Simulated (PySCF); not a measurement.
## Electronic structure of C8H8S (SMILES C=Cc1ccccc1S) in real space

```xyz
17

C     2.6592    0.0774   -0.7352
C     1.7349    0.5099    0.1107
C     0.3385    0.0730    0.1062
C     0.0244   -1.2595   -0.1578
C    -1.2771   -1.7189   -0.1153
C    -2.3060   -0.8458    0.2007
C    -2.0241    0.4828    0.4503
C    -0.7161    0.9455    0.3974
S    -0.4780    2.6799    0.6889
H     3.6806    0.4126   -0.6777
H     2.4257   -0.6155   -1.5264
H     2.0044    1.2231    0.8815
H     0.8311   -1.9436   -0.3744
H    -1.4883   -2.7579   -0.3190
H    -3.3259   -1.1962    0.2476
H    -2.8161    1.1786    0.6838
H     0.7259    2.7666    0.1288
```

Geometry: GFN2-xTB.

These are results of PBE0/def2-SVPD, SCF density, gas phase in PySCF, not measurements.

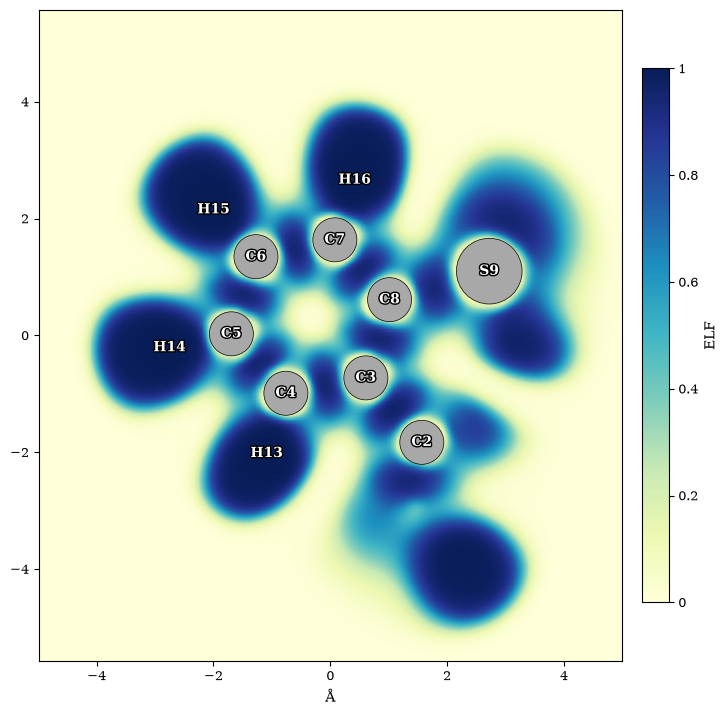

Figure 1. ELF on the plane of atoms C5, C6 and C7. Grey discs cover the atomic cores.

Q: What do the fields say about this system?

A: The section cuts through C, S and H sites. C–S (1.77 Å): the ELF peaks at about 0.95 between the atoms, as expected for a covalent bond. C–H (1.08 Å): the ELF climbs to about 1 towards the hydrogen, as it does in any bond to H; a covalent bond by its length. C–C (1.38 Å): the ELF peaks at about 0.95 between the atoms (localised, covalent bonding). C–C (1.46 Å): the ELF peaks at about 0.95 between the atoms, as expected for a covalent bond. The ELF also peaks beside S9, away from the bonds: lone-pair regions.

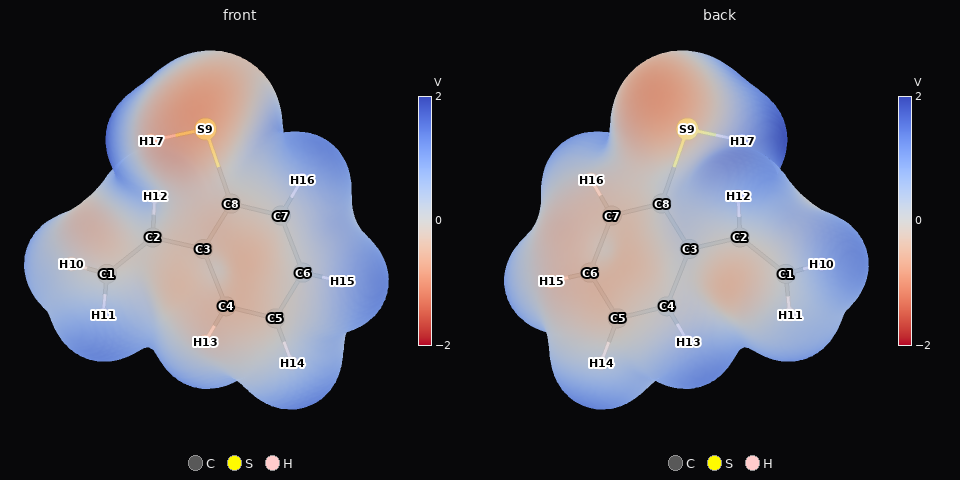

Figure 2. The electrostatic potential painted on the density surface at 0.004 e/bohr³, seen from the front and from behind; red is negative and blue positive.

Q: Where is the surface potential most negative and most positive?

A: The most negative region (about −0.9 V) lies over S9, the most positive (about +1.8 V) over H17.
